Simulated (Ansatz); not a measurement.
```sh
ansatz run in.yaml --threads 2 --pin off --events-out ev --progress --plain --max-ram 4352MiB
```

```yaml
crystal:
  periodic: [false, false, false]
  atoms:
    - {symbol: Si, position_ang: [-0.868720, 0.322119, -0.153004]}
    - {symbol: C, position_ang: [0.926158, -0.219273, 0.032876]}
    - {symbol: Cl, position_ang: [1.049046, -1.461330, 1.310036]}
    - {symbol: H, position_ang: [-1.700027, -0.846886, -0.530305]}
    - {symbol: H, position_ang: [-0.948225, 1.356372, -1.220727]}
    - {symbol: H, position_ang: [-1.346911, 0.893721, 1.129414]}
    - {symbol: H, position_ang: [1.572836, 0.610665, 0.319110]}
    - {symbol: H, position_ang: [1.315834, -0.655379, -0.887389]}
basis:
  gaussian: {orbitals: def2-TZVPP}
hamiltonian: {xc: {name: B3LYP}, dispersion: d4}
```

What structure does this define?

It has 8 atoms: 1 carbon, 5 hydrogen, 1 chlorine and 1 silicon (CH₅ClSi). Its SMILES string is `[SiH3]CCl`. It has no ring. Among its groups: C–Cl bond, Si–H bond. This geometry has Cs symmetry. Coordination: 1 Si tetrahedral; 1 C tetrahedral.

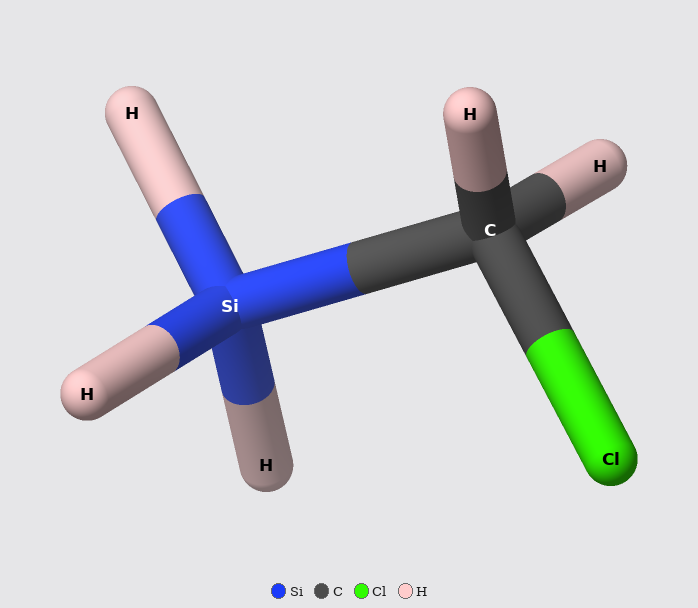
